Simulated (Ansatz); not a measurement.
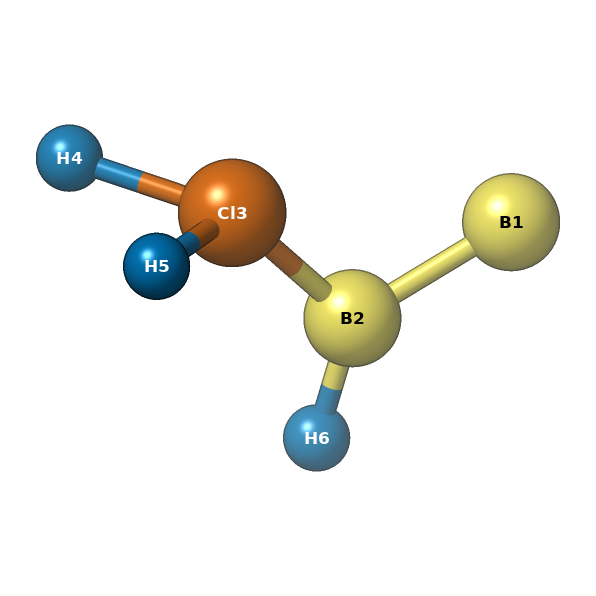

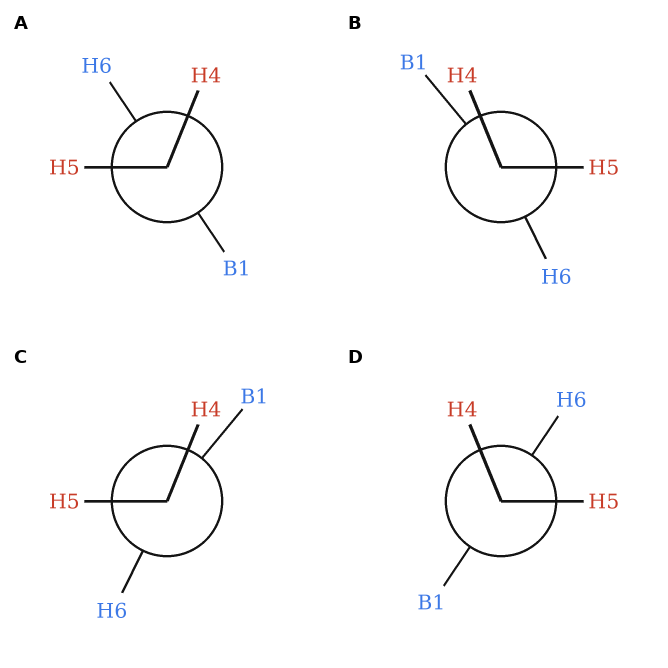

Distant atoms are faded towards the background colour. Bonds that would overlap in a projection are set slightly apart. The geometry was computed by an optimisation with PBE-D4/def2-SVP. No frequency run is at hand to confirm it as a minimum.

Which Newman projection shows the view along Cl3–B2, with Cl3 in front?

Answer. A. The torsion angle H4–Cl3–B2–B1 is 124°, anticlinal.
